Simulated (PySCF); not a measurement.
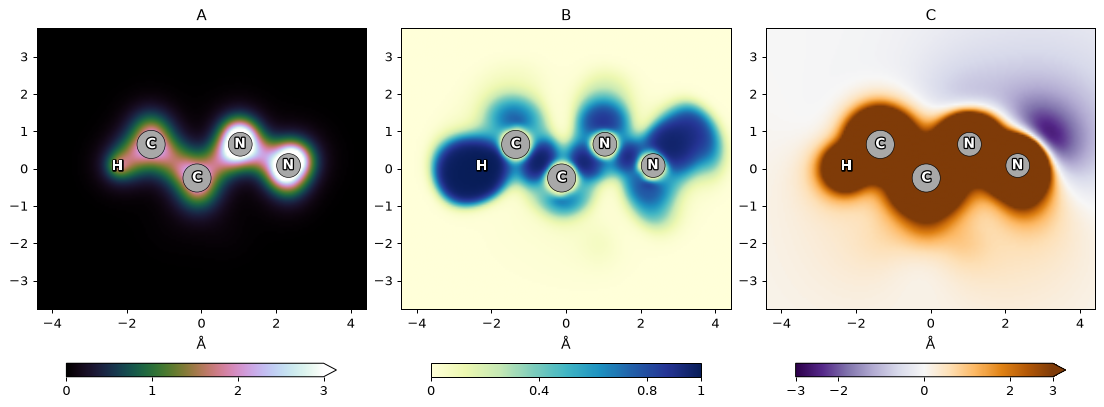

C4H12N2 (SMILES CC(C)(C)NN): 3 fields on the plane of atoms C2, N5 and N6, with unlabelled colour scales. Grey discs cover the atomic cores.

Geometry: GFN2-xTB.

Computed with CAM-B3LYP/def2-SVPD, SCF density, gas phase (PySCF 2.14.0).

> Which field does each panel show? The fields are: electron density, electron localisation function and electrostatic potential.

Panel A: electron density. Panel B: electron localisation function. Panel C: electrostatic potential (strongly positive close to the atoms, with negative regions outside electron-rich atoms). From the grid: N–N (1.41 Å): ρ is about 2.2 e/Å³ halfway; the ELF peaks at about 0.90 between the atoms (localised, covalent bonding). C–N (1.47 Å): the density is about 1.9 e/Å³ at the midpoint; the ELF peaks at about 0.95 between the atoms, as expected for localised, covalent bonding.
